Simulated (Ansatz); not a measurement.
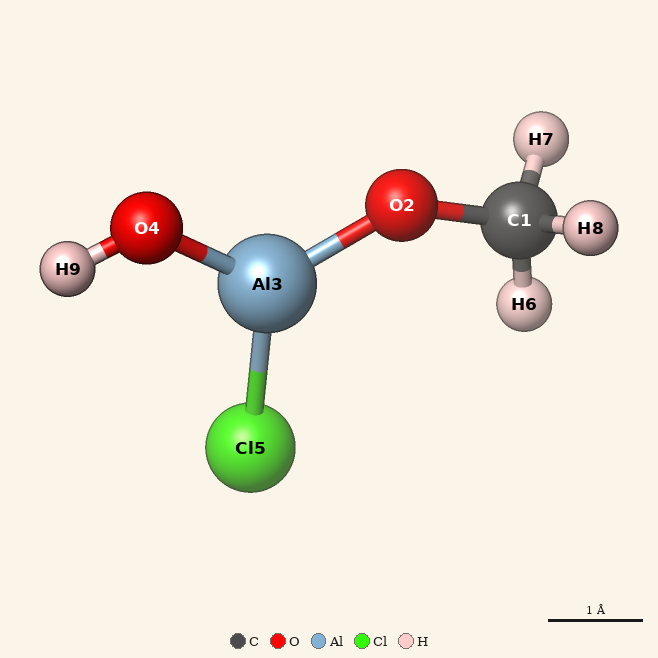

Orthographic view. Atoms fade into the background with distance from the viewer. Computed geometry: PBE0-D4/def2-TZVP optimisation.

List the bonded neighbours of every atom.

C1: O2, H6, H7, H8
O2: C1, Al3
Al3: O2, O4, Cl5
O4: Al3, H9
Cl5: Al3
H6: C1
H7: C1
H8: C1
H9: O4
